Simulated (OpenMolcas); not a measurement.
# CHNS (isothiocyanic acid) at PW6B95/ANO-R2 (DKH8)

Aim: the energy change on altering one bond length of CHNS (isothiocyanic acid) at PW6B95/ANO-R2 (DKH8), from 2 runs. 

The calculation is run with OpenMolcas 26.06.

### Step 1. Starting point

CHNS: 4 atoms, total charge 0, spin state singlet. SMILES: `N=C=S`. The shape is that of a GFN2-xTB optimisation.

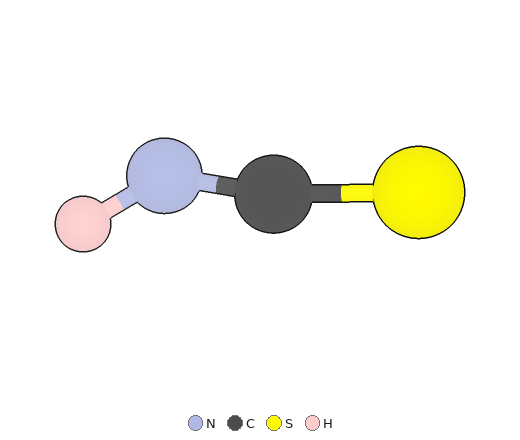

Viewed from a chosen angle; nitrogen light blue, carbon dark grey, sulfur yellow, hydrogen pink.

### Step 2. The energy at PW6B95/ANO-R2 (DKH8)

File job.input:

```
* CHNS Kohn-Sham DFT

&gateway
 coord
 4
 bohr
 N     -0.50939457     1.13976941    -0.85772779
 C      0.50410334    -0.46462696     0.37063198
 S      2.27232008    -2.29541253     1.81812440
 H     -2.26702884     1.62025118    -1.33102860
 basis=ANO-R2
 group=NoSym

&seward
 relativistic=R08O02
 expert

&scf
 ksdft=HYB_MGGA_XC_PW6B95
 prorbitals=1 1
```

Command:

```bash
$ export MOLCAS_MEM=1860
$ pymolcas job.input > job.log
```

What it wrote:

```text
--- Start Module: gateway ---
[...]
--- Stop Module: gateway /rc=_RC_ALL_IS_WELL_ ---
--- Start Module: seward ---
[...]
 ###    WARNING:  EXPERT option is ON!                                       ###
 ###############################################################################
               SEWARD will generate:
[...]
      Basis functions          119
--- Stop Module: seward /rc=_RC_ALL_IS_WELL_ ---
[...]
--- Start Module: scf ---
[...]
       Convergence after  14 Iterations
[...]
::    Total KS-DFT energy                            -493.2742044080
[...]
      Total spin, S                                     0.0000000000
[...]
      Total electronic charge=   30.000000
      Total            charge=   -0.000000
[...]
      Dipole Moment (debye):
      Origin of the operator (angstrom)=    0.6216   -0.5506    0.4416
                   X= -1.7443E+00               Y=  5.8580E-01               Z= -5.4825E-01           Total=  1.9200E+00
      Quadrupole Moment (debye*angstrom):
[...]
--- Stop Module: scf /rc=_RC_ALL_IS_WELL_ ---
[...]
```

Run time: 35 s. Hardware: 1 thread of Arm Neoverse V1, shared host; peak memory 0.79 GiB.

### Step 3. The distorted shape at the same level

File job.input:

```
* CHNS Kohn-Sham DFT
&GATEWAY
Coord
4
bohr
N     -3.16175180     3.88598178    -3.02899287
C     -2.14825389     2.28158540    -1.80063310
S      2.27232008    -2.29541253     1.81812440
H     -4.91938607     4.36646354    -3.50229368
Basis
ANO-R2
Group
NoSym
&SEWARD
Relativistic
R08O02
Expert
&SCF
KSDFT
HYB_MGGA_XC_PW6B95
PrOrbitals
1 1
```

Command:

```bash
$ export MOLCAS_MEM=1860
$ pymolcas job.input > job.log
```

What it wrote:

```text
--- Start Module: gateway ---
[...]
--- Stop Module: gateway /rc=_RC_ALL_IS_WELL_ ---
--- Start Module: seward ---
[...]
 ###    WARNING:  EXPERT option is ON!                                       ###
 ###############################################################################
               SEWARD will generate:
[...]
      Basis functions          119
--- Stop Module: seward /rc=_RC_ALL_IS_WELL_ ---
[...]
--- Start Module: scf ---
[...]
       Convergence after  16 Iterations
[...]
::    Total KS-DFT energy                            -493.0694987618
[...]
      Total spin, S                                     0.0000000000
[...]
      Total electronic charge=   30.000000
      Total            charge=   -0.000000
[...]
      Dipole Moment (debye):
      Origin of the operator (angstrom)=   -0.0212    0.1149   -0.0845
                   X= -2.3943E+00               Y=  1.4078E+00               Z= -1.1872E+00           Total=  3.0206E+00
      Quadrupole Moment (debye*angstrom):
[...]
--- Stop Module: scf /rc=_RC_ALL_IS_WELL_ ---
[...]
```

Run time: 35 s. Hardware: 1 thread of Arm Neoverse V1, shared host; peak memory 0.79 GiB.

### Step 4. Outcome

At PW6B95/ANO-R2 (DKH8):

| quantity | value |
| --- | --- |
| first shape: total energy | -493.27420 Eh |
| first shape: dipole moment | 1.92 D |
| first shape: HOMO energy | -7.57 eV |
| first shape: LUMO energy | -0.84 eV |
| first shape: HOMO–LUMO gap | 6.72 eV |
| distorted shape: total energy | -493.06950 Eh |
| distorted shape: dipole moment | 3.02 D |
| distorted shape: HOMO energy | -7.45 eV |
| distorted shape: LUMO energy | -5.66 eV |
| distorted shape: HOMO–LUMO gap | 1.78 eV |
| energy change with the C2–S3 bond stretched from 1.549 to 3.874 Å | 5.570 eV |

**Reading.** One bond (distorted shape) is far stretched, which a spin-restricted single reference describes badly; a broken-symmetry solution may lie lower. With the C2–S3 bond stretched from 1.549 to 3.874 Å the energy rises by 5.57 eV (537 kJ/mol). The first shape isn't relaxed at this level, so the change isn't measured from a minimum. A restricted reference can't describe the breaking bond well at this length. Mulliken charges (distorted shape) run from -0.11 on N1 to +0.13 on H4.
